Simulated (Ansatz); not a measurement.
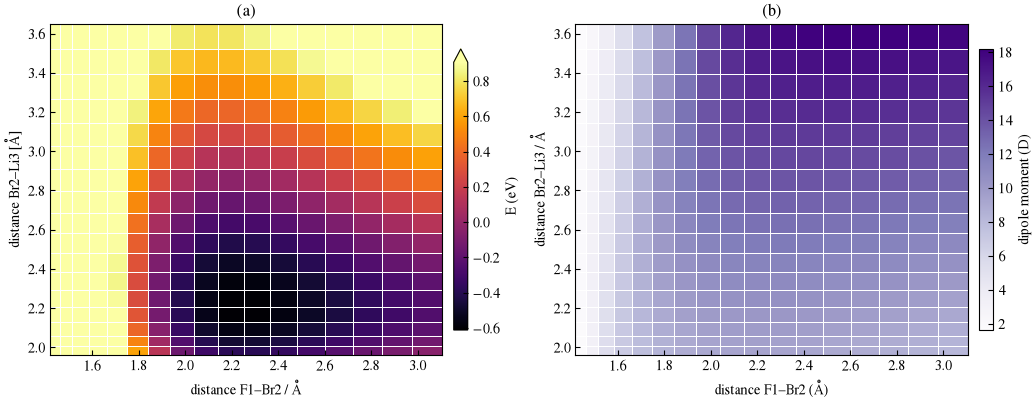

The system F + BrLi, spin multiplicity 2. 
- First axis: distance F1–Br2. Second axis: distance Br2–Li3.
- Nothing is relaxed (the angle F1–Br2–Li3 is fixed at 180 degrees).
- The scan uses a 17 × 17 grid.
- Energies: eV, counted from F far from the relaxed BrLi (each part in its own basis).
- All numbers below come from UKS PBE0-D4/def2-SVPD in Ansatz 0.2.0.

Panel (a) is the energy and panel (b) the computed dipole moment on the same grid.

The picture shows one coloured cell a grid point, one colour for all values above the top of the scale.

How does the dipole moment vary over the map, and what is it at the lowest grid point?

Answer. Leaving out the highest fifth of the energies, it runs from 6.2 D at distance F1–Br2 = 1.622 Å, distance Br2–Li3 = 3.085 Å to 18.2 D at distance F1–Br2 = 2.541 Å, distance Br2–Li3 = 3.584 Å. At the lowest grid point, distance F1–Br2 = 2.197 Å, distance Br2–Li3 = 2.248 Å, it is 10.6 D.
